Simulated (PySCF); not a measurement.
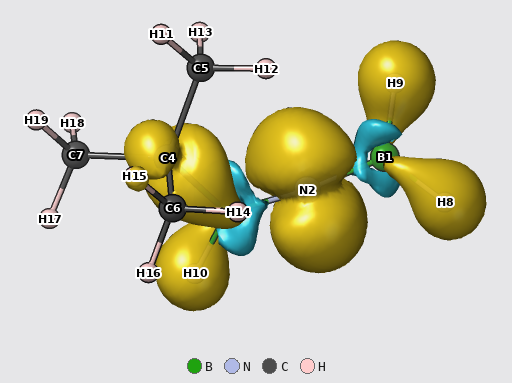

The picture shows: C₄H₁₂B₂N (SMILES B[N]BC(C)(C)C) (doublet). Isosurfaces of the spin density at +0.02 (yellow) and −0.02 e/Å³ (cyan), seen at a tilt.

Geometry: GFN2-xTB.

Method: UKS B3LYP, pcH-1 on B C H N, non-relativistic, mean-field spin-orbit, GIAO (PySCF).

| atom | x (Å) | y (Å) | z (Å) |
| --- | --- | --- | --- |
| B | 3.0425 | -0.0422 | -0.7774 |
| N | 2.0355 | 0.1241 | 0.0964 |
| B | 0.9538 | 0.1954 | 0.8661 |
| C | -0.5650 | -0.0051 | 0.2461 |
| C | -0.5468 | -0.7358 | -1.0936 |
| C | -1.1069 | 1.4143 | 0.0588 |
| C | -1.4413 | -0.7740 | 1.2327 |
| H | 3.9772 | 0.6755 | -0.7559 |
| H | 3.0177 | -0.9137 | -1.5729 |
| H | 0.9938 | 0.4400 | 2.0147 |
| H | -1.5596 | -0.8269 | -1.4878 |
| H | 0.0600 | -0.1993 | -1.8186 |
| H | -0.1339 | -1.7353 | -0.9791 |
| H | -0.4827 | 1.9784 | -0.6306 |
| H | -2.1182 | 1.3750 | -0.3488 |
| H | -1.1412 | 1.9476 | 1.0062 |
| H | -1.5131 | -0.2519 | 2.1839 |
| H | -1.0336 | -1.7657 | 1.4162 |
| H | -2.4482 | -0.8912 | 0.8304 |

Question: Describe the spin distribution.

Answer: The unpaired spin (1 electron) lies mostly on N2 (about 0.5) and C4 (about 0.1), in electrons by Hirshfeld's partition.
